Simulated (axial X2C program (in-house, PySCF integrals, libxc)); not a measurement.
# InCl⁺: properties at the nuclei

Aim: properties at the nuclei of InCl⁺, with spin–orbit coupling in the Hamiltonian from the start.

Program: an in-house X2C program for linear molecules on PySCF integrals. Level of theory: two-component X2C with atomic mean-field terms, In dyall-cv3z, Cl dyall-av3z. These are calculated values, not measurements.

## (1) Input

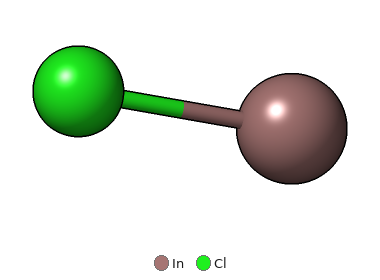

The two atoms at 2.410 Å (indium brown, chlorine green).

Contents of task.json:

```json
{"zs": [49, 17], "q": 1, "bas": ["dyall-cv3z", "dyall-av3z"], "r0": 2.41, "levels": ["PBE0", "HF", "PBE", "r2SCAN", "PBE50"], "nst": 3}
```

Keys: zs atomic numbers; q charge; bas basis sets; r0 starting distance in Å; levels methods (HF also brings MP2); nst determinants followed.

Started as:

```
$ python soeom.py task.json out
```

Nuclei are Gaussian, cores are contracted, and the Gaunt term is on.

## (2) Expectation values, lowest determinant

R = 2.308 Å. State: Ω = 1/2 (excess of +ω over −ω: ω = 1/2).

Output of the PBE0 run:

```text
two-component X2C + atomic mean field  PBE0
basis functions 191  fitting functions 958  grid points 5079
iter        total energy     max residual
   1      -6339.373503165     1.48e-05
   2      -6339.373503190     8.76e-06
   3      -6339.373503196     6.58e-06
   4      -6339.373503203     1.71e-06
   5      -6339.373503203     2.11e-07
converged
one-electron -9088.03146032  Coulomb 2749.95448434  exact exchange -46.50578031  xc functional -142.42895101  nuclear repulsion 190.98986859  atomic mean-field constant -3.35166449
```

The highest occupied spinor is 40% In s, 30% Cl p, 24% In p.

```
 level  Eeff magnitude (GV/cm)  Ws magnitude In (kHz)  A∥/gI In (MHz)  qzz In (a.u.)  A∥/gI Cl (MHz)  qzz Cl (a.u.)
  PBE0                    17.3                   19.9            6590          -2.99             216           3.47
    HF                    21.5                   24.9            7080          -4.42             186           3.17
   PBE                    15.2                   17.5            6300          -2.52             241           3.49
r2SCAN                    17.3                     20            6770          -3.00             244           3.32
 PBE50                    19.3                   22.1            7000          -3.50             197           3.39
```

Eeff is the effective electric field on the electron dipole moment in this Ω state and Ws the scalar–pseudoscalar constant (defined with the proton number Z and per Ω); A∥ is the parallel hyperfine constant, which follows by multiplying with the nuclear g factor gI = μI/(I μN); qzz is the electric field gradient, eQq0 = 234.96 MHz × Q/barn × qzz. The operators were transformed with the bare-nucleus X2C matrices.

## (3) Expectation values, a higher determinant

R = 2.308 Å. State: Ω = 3/2 (excess of +ω over −ω: ω = 3/2), 1.76 eV above the lowest in the PBE0 search for states (made at or near this distance, with looser thresholds).

Output of the PBE0 run:

```text
two-component X2C + atomic mean field  PBE0
basis functions 191  fitting functions 958  grid points 5079
iter        total energy     max residual
   1      -6339.308940649     5.13e-06
   2      -6339.308940650     3.95e-06
converged
one-electron -9089.58079295  Coulomb 2751.55350345  exact exchange -46.50390185  xc functional -142.41595341  nuclear repulsion 190.98986859  atomic mean-field constant -3.35166449
```

The highest occupied spinor is 58% In s, 18% Cl p, 12% In p.

```
 level  Eeff magnitude (GV/cm)  Ws magnitude In (kHz)  A∥/gI In (MHz)  qzz In (a.u.)  A∥/gI Cl (MHz)  qzz Cl (a.u.)
  PBE0                   0.342                   0.13            22.2          -2.88             362          -2.51
    HF                   0.931                  0.366            34.6          -2.85             372          -2.57
   PBE                   0.271                    0.1            21.9          -2.90             359          -2.51
r2SCAN                     0.3                  0.116            29.4          -2.96             372          -2.55
 PBE50                   0.428                  0.165              24          -2.87             365          -2.50
```

## (4) Outcome

| quantity | value |
| --- | --- |
| lowest determinant | Ω = 1/2 (excess of +ω over −ω: ω = 1/2) |
| Eeff magnitude (GV/cm), PBE0 | 17.3 |
| Ws magnitude In (kHz), PBE0 | 19.9 |
| A∥/gI In (MHz), PBE0 | 6590 |
| qzz In (a.u.), PBE0 | -2.99 |
| higher determinant | Ω = 3/2 (excess of +ω over −ω: ω = 3/2) |
| Eeff magnitude (GV/cm), PBE0, higher determinant | 0.342 |
| Ws magnitude In (kHz), PBE0, higher determinant | 0.13 |
| A∥/gI In (MHz), PBE0, higher determinant | 22.2 |
| qzz In (a.u.), PBE0, higher determinant | -2.88 |

In words: In the first state, the effective field runs from 15.2 to 21.5 GV/cm over the mean-field levels. The expectation values come from single determinants, which for open shells can mix terms of unlike spin or miss the lowest Ω, so a determinant need not be a state. Eeff is the effective electric field on the electron dipole moment in this Ω state and Ws the scalar–pseudoscalar constant (defined with the proton number Z and per Ω); A∥ is the parallel hyperfine constant, which follows by multiplying with the nuclear g factor gI = μI/(I μN); qzz is the electric field gradient, eQq0 = 234.96 MHz × Q/barn × qzz. The operators were transformed with the bare-nucleus X2C matrices.
